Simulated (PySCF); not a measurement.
C₄H₉O, doublet, SMILES `C[CH]OCC`.

Computed with PySCF, M06-2X/aug-cc-pVDZ, geometry: GFN2-xTB. No frequency check shows the geometry to be a minimum. The stability of the open-shell solution wasn't checked. GFN2-xTB doesn't know the spin state, so this open-shell geometry is rough.

Geometry (Å), atoms numbered from 1:

```
C1       2.4363    0.3325   -0.0338
C2       1.1953   -0.4674    0.0828
O3       0.0174    0.2354    0.0558
C4      -1.1596   -0.5336   -0.0026
C5      -2.3535    0.4076   -0.0276
H6       3.2601   -0.1762    0.4647
H7       2.7327    0.4956   -1.0784
H8       2.2816    1.3063    0.4241
H9       1.1671   -1.4985   -0.2379
H10     -1.2146   -1.1981    0.8731
H11     -1.1494   -1.1650   -0.9048
H12     -2.3560    1.0246    0.8667
H13     -3.2759   -0.1646   -0.0711
H14     -2.2955    1.0582   -0.8960
```

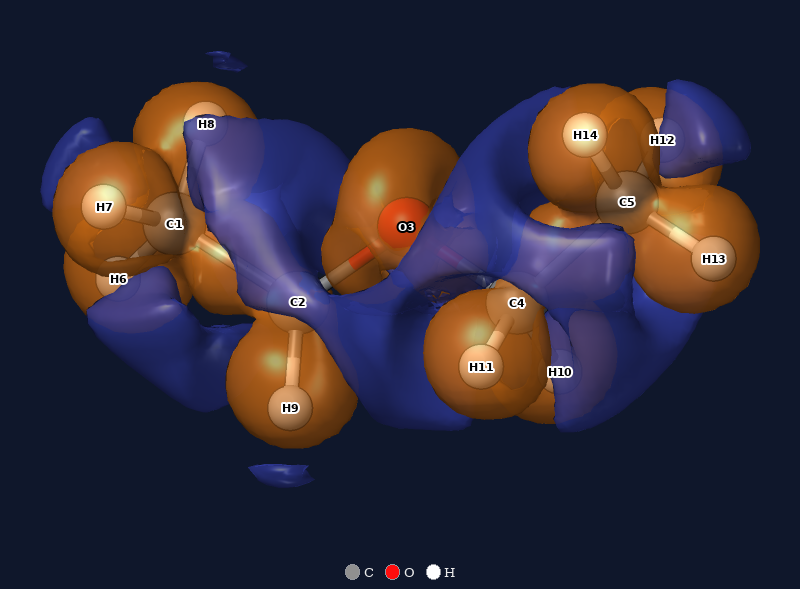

Deformation density (molecule less spherical, spin-averaged free atoms at the same positions), surfaces at ±0.04 e/Å³; orange: gain, blue: loss.

How much density has each bond gained at its critical point, relative to the free atoms?

Answer. The five largest and four smallest: C2–H9: +0.75 e/Å³ at the bond critical point (bond length 1.08 Å). C4–H10: +0.73 e/Å³ at the bond critical point (bond length 1.10 Å). C4–H11: +0.73 e/Å³ at the bond critical point (bond length 1.10 Å). C5–H12: +0.69 e/Å³ at the bond critical point (bond length 1.09 Å). C5–H14: +0.69 e/Å³ at the bond critical point (bond length 1.09 Å). C1–C2: +0.50 e/Å³ at the bond critical point (bond length 1.48 Å). C4–C5: +0.48 e/Å³ at the bond critical point (bond length 1.52 Å). C2–O3: +0.08 e/Å³ at the bond critical point (bond length 1.37 Å); up to 0.6 Å beside the axis the gain reaches +0.35 e/Å³. O3–C4: +0.04 e/Å³ at the bond critical point (bond length 1.41 Å); up to 0.6 Å beside the axis the gain reaches +0.32 e/Å³. In all, 3.2 electrons gather in the regions of gain relative to the promolecule. A small or negative value marks a very polar bond, one between electron-rich atoms, whose free-atom densities already overlap strongly, a long bond to a heavier atom, or a closed-shell contact such as a hydrogen bond.
